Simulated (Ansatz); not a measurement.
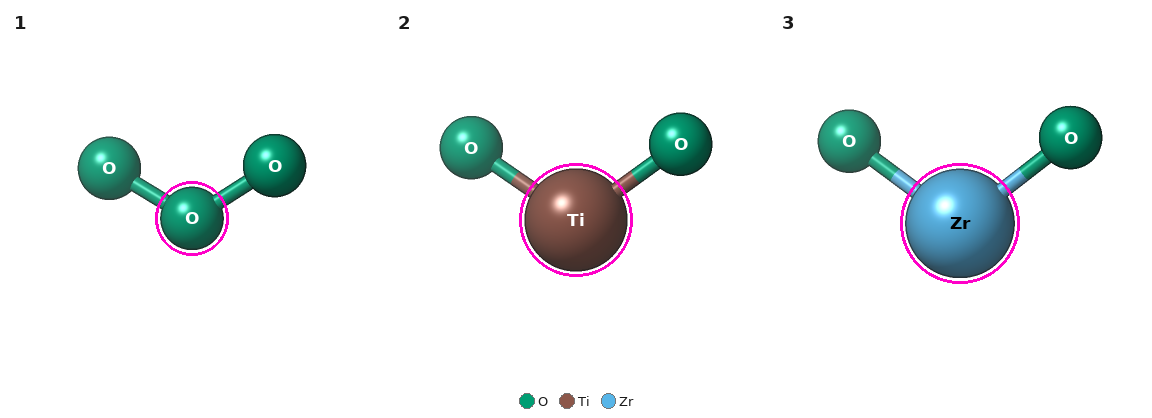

3 molecules with one skeleton, seen from the same side and at one scale; the atom that differs is circled. Each species is neutral and a spin singlet. Computed geometries: PBE0-D4/def2-TZVP optimisations, one conformation each. Properties computed with Ansatz 0.2.0. Elements past Kr carry core potentials.

One atom differs, called X below: O in panel 1, Ti in panel 2, Zr in panel 3. Their formulas are O3 (`O=[O+][O-]`), TiO2 (`[O]=[Ti]=[O]`), ZrO2 (`[O]=[Zr]=[O]`).

> Rank them by the HOMO–LUMO gap, lowest first (ωB97M-V/def2-QZVPP).

3 (Zr), 2 (Ti), 1 (O).

> Rank them by the dipole moment, lowest first (ωB97M-V/def2-TZVPP).

1 (O), 2 (Ti), 3 (Zr).

Give the values. With PBE0-D4/def2-TZVP: mean length of X–O (Å), angle O–X–O (°). With ωB97M-V/def2-QZVPP: HOMO energy (Kohn–Sham orbital) (eV), HOMO–LUMO gap (eV). With ωB97M-V/def2-TZVPP: dipole moment (D).

```
                            quantity   1 (O)  2 (Ti)  3 (Zr)
              mean length of X–O (Å)   1.238   1.628   1.761
                     angle O–X–O (°)   118.4   111.8   107.9
HOMO energy (Kohn–Sham orbital) (eV)  −12.23   −9.68   −9.14
                  HOMO–LUMO gap (eV)    9.85    7.95    7.34
                   dipole moment (D)    0.73    6.86    8.17
```
